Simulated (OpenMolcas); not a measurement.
How basis sets differ on SiH4SO (SMILES O[SiH2]S)

The species is SiH4SO (7 atoms), meant as a singlet with charge 0. SMILES: `O[SiH2]S`. Geometry: relaxed at GFN2-xTB. This is one conformer, not always the lowest.

Quantity: the HOMO–LUMO gap, in eV. The values are calculated.

```
                           level          kind     program  value (eV)
                       HF/STO-3G  Hartree–Fock  OpenMolcas       18.23
                        HF/3-21G  Hartree–Fock  OpenMolcas       14.83
HF/6-31+G* (spherical functions)  Hartree–Fock  OpenMolcas       11.98
                     HF/def2-SVP  Hartree–Fock  OpenMolcas       14.54
```

The values span 11.98 to 18.23 eV. A Hartree–Fock LUMO above zero doesn't converge with the basis: it sinks as sets grow more diffuse. Orbital gaps aren't excitation energies.

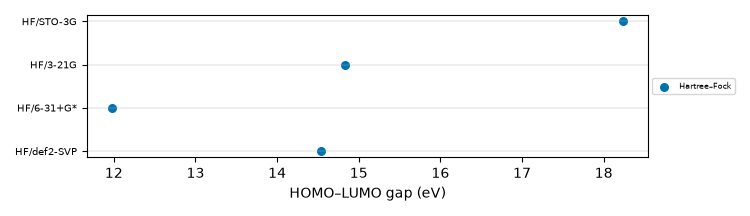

The values of the table, level by level.
